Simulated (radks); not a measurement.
Atomic calculation, with input and output: Re⁴⁺

- system: the rhenium ion Re⁴⁺ in the configuration [Kr] 4d10 4f14 5s1.5 5p6 5d3 5f0.5 (5d3/2: 3, 5f5/2: 0.5).
- method: Dirac Kohn-Sham, PBE, spin-unpolarised, spherical densities, finite nucleus (the in-house radial solver radks)

## Key numbers

| quantity | value |
| --- | --- |
| outcome | converged |
| total energy | −16709.5810 hartree |
| kinetic energy | 18886.4056 hartree |
| electron–nucleus energy | −41665.9875 hartree |
| Hartree energy | 6401.2518 hartree |
| exchange–correlation energy | −331.250947 hartree |
| radius at density 0.001 e/bohr³ | 3.64 bohr |
| SCF iterations | 14 |
| hardware | 1 CPU thread, shared host |

## The input
```
Z 75
configuration [Kr] 4d10 4f14 5s1.5 5p6 5d3 5f0.5 6s0 6p0 6d0 6f0
relativity Dirac
functional pbe,pbe
spin unpolarised
j_filling energy
nucleus finite rms 5.3698 fm
c 137.035999084
```

Energies in input and log are in hartree, lengths in bohr (the nuclear radius in fm).

Launched within a batch (the task file carries these settings):
```bash
python <driver script> task.json out
```

## Output
```
1s1/2   1   2.0000       -2630.62732072
2s1/2   1   2.0000        -457.33362044
2p1/2   1   2.0000        -437.77843072
2p3/2   1   4.0000        -384.87222351
3s1/2   1   2.0000        -107.28469779
3p1/2   1   2.0000         -98.53376097
3p3/2   1   4.0000         -87.04379872
3d3/2   1   4.0000         -72.31372960
3d5/2   1   6.0000         -69.81933195
4s1/2   1   2.0000         -23.84068364
4p1/2   1   2.0000         -20.18527701
4p3/2   1   4.0000         -17.50521131
4d3/2   1   4.0000         -11.49578443
4d5/2   1   6.0000         -11.00038388
4f5/2   1   6.0000          -3.43179556
4f7/2   1   8.0000          -3.33889843
5s1/2   1   1.5000          -4.90747871
5p1/2   1   2.0000          -3.78111979
5p3/2   1   4.0000          -3.35445037
5d3/2   1   3.0000          -1.82255005
5d5/2   1   0.0000          -1.77412316
5f5/2   1   0.5000          -0.69484055
5f7/2   1   0.0000          -0.69278980
6s1/2   1   0.0000          -1.51734892
6p1/2   1   0.0000          -1.22695648
6p3/2   1   0.0000          -1.14999232
6d3/2   1   0.0000          -0.76853271
6d5/2   1   0.0000          -0.75843283
6f5/2   1   0.0000          -0.41387969
6f7/2   1   0.0000          -0.41271447
Etot -16709.581041524438
Ekin 18886.40564596962
Encl -41665.98753067927
Eh 6401.251790334598
Exc -331.25094714938564
err 1.3426699498684422e-08
it 14
```

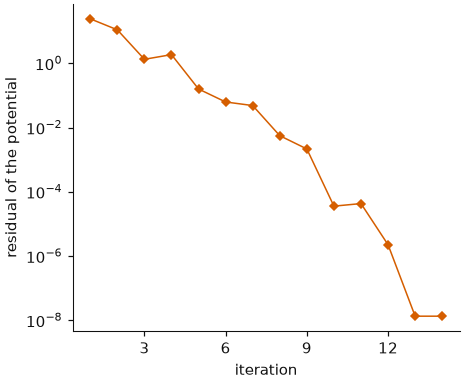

**Figure 1.** Convergence: residual of the potential against the iteration. The residual falls almost steadily, with no more than small rises or pauses. It goes from 24 to 1.3×10⁻⁸ in 14 steps.

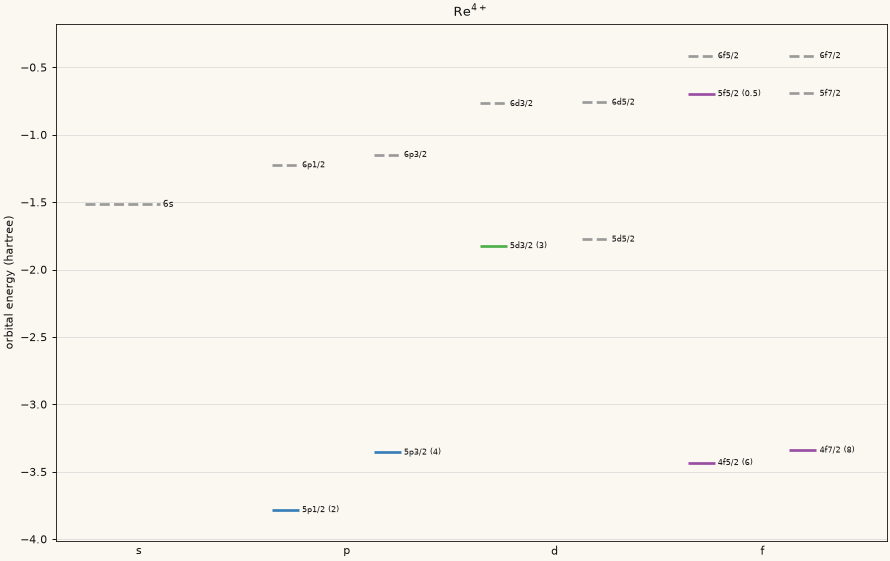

**Figure 2.** The outer levels are drawn by angular momentum (occupations in brackets, the lower j at the left of each column, empty levels dashed). The highest occupied level is 5f5/2 at −0.695 hartree. From the top down the occupied levels run 5f5/2 (−0.695 hartree), 5d3/2 (−1.82 hartree), 4f7/2 (−3.34 hartree), 5p3/2 (−3.35 hartree), 4f5/2 (−3.43 hartree), 5p1/2 (−3.78 hartree). The lowest empty level drawn is 5d5/2 at −1.77 hartree, below the highest occupied one, so this filling isn't the aufbau one. Spin-orbit splittings: 6f 0.00117 hartree, 5f 0.00205 hartree, 6d 0.0101 hartree, 6p 0.0770 hartree. The order isn't aufbau: the empty 5d5/2, 6s and 6p1/2 levels lie under the highest occupied one.

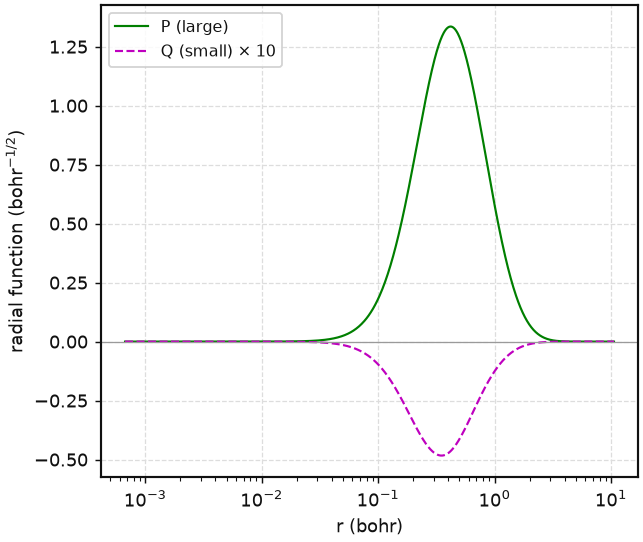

**Figure 3.** The large and small radial components of one occupied spinor. It is 4f7/2. The spinor has κ = −4: the large component has l = 3 and 0 radial nodes, the small one has l = 4. The small component carries 0.10 % of the norm; ⟨r⟩ = 0.580 bohr and the eigenvalue is −90.9 eV. The nodes of P give n − l − 1 and its extent picks the shell; Q has as many nodes as P for κ < 0 and one more for κ > 0.

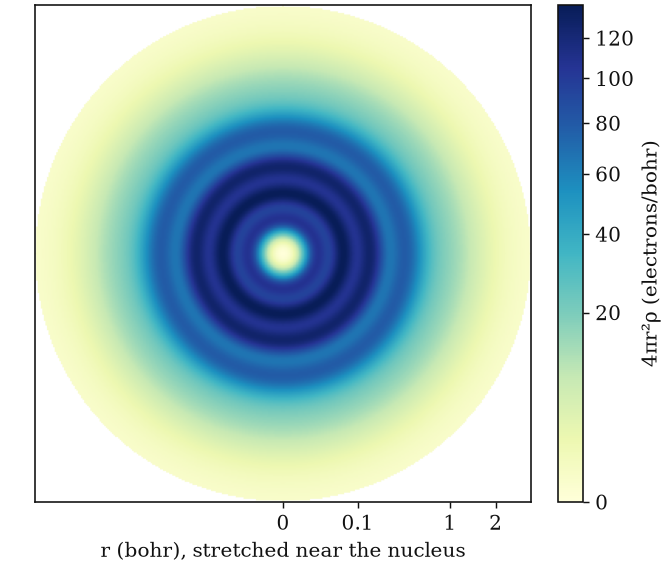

**Figure 4.** The radial density 4πr²ρ as a disc about the nucleus, with the radius drawn as r to the power 0.35. There are 4 maxima, at r = 0.0123, 0.0554, 0.154 and 0.410 bohr, parted by minima at 0.0239, 0.100 and 0.288 bohr, inside which lie 2.0, 11.1 and 29.9 electrons. The configuration has 5 principal shells, so not every shell has a maximum of its own.
